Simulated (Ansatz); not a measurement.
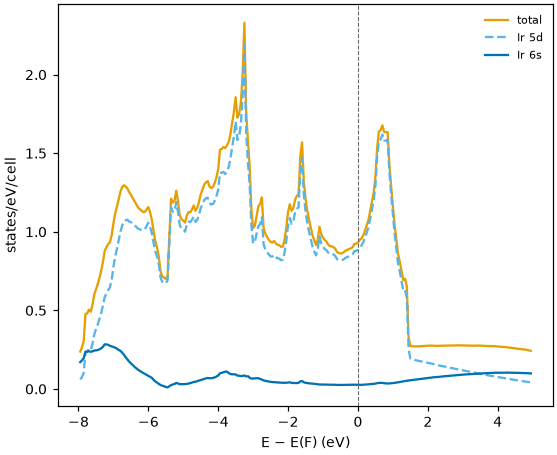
Fig. 1. Total and projected density of states of Ir (fcc (Cu type), space group No. 225), the program Ansatz at the PBE level (PAW)

Question: Which orbitals carry the states next to the Fermi level?

Answer: Within 0.5 eV of the Fermi level: Ir 5d 95 %. Projections are on Löwdin-orthogonalised atomic valence shells; empty p or d shells of many metals are not among them.

Question: Where is the tallest occupied peak in this window, and what makes it?

Answer: Near -3.2 eV, about 2.3 states/eV per cell; the largest projected share is Ir 5d.

Space group Fm-3m (fcc (Cu type)). The PBE relaxation kept the symmetry of its start. No spin polarisation was allowed. Spin–orbit coupling is left out wherever it is not named.

Potentials: the later of the program's two PAW sets.
